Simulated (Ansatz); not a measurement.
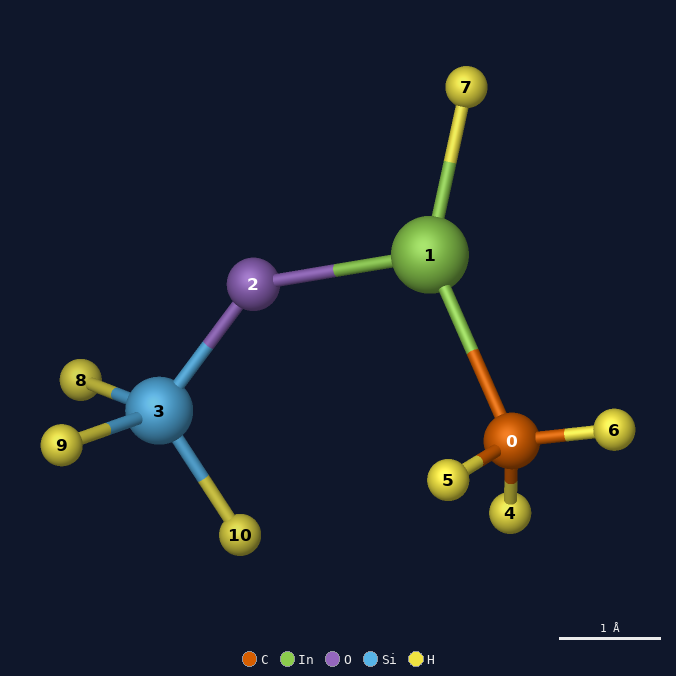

The structure as it stands in the input. Atoms are numbered from 0, in the order of the input.

Ansatz 0.2.0 input:

```yaml
crystal:
  periodic: [false, false, false]
  atoms:
    - {symbol: C, position_ang: [-1.416557, 1.321539, -0.597390]}
    - {symbol: In, position_ang: [-1.121392, 0.127796, 1.144896]}
    - {symbol: O, position_ang: [0.574738, -0.932766, 1.000619]}
    - {symbol: Si, position_ang: [1.748010, -1.162131, -0.090787]}
    - {symbol: H, position_ang: [-1.294187, 0.691707, -1.479536]}
    - {symbol: H, position_ang: [-0.650033, 2.098159, -0.624778]}
    - {symbol: H, position_ang: [-2.400172, 1.788646, -0.612562]}
    - {symbol: H, position_ang: [-1.869131, -0.211996, 2.638672]}
    - {symbol: H, position_ang: [2.334484, -2.524675, 0.046617]}
    - {symbol: H, position_ang: [2.851846, -0.168944, 0.068039]}
    - {symbol: H, position_ang: [1.242394, -1.027335, -1.493799]}
basis:
  gaussian: {orbitals: def2-SVP}
total_charge: 1
magnetization: {spin_polarized: true, initial_magnetization: 1}
hamiltonian: {xc: {name: HF}}
correlation: {method: bccd_t, diis_vectors: 2}
scf: {lower_state_search: light}
```

Command:

```sh
ansatz run in.yaml --threads 2 --pin off --events-out ev --progress --plain --max-ram 22528MiB --backend cuda --devices 0, --max-vram 18GiB
```

What the program printed (its end):

```
perturbative correction -0.52513092 eV, -0.0192982055 hartree
Total energy: -16191.64075219 eV, -595.0318225546 hartree
```

Self-consistency was reached.
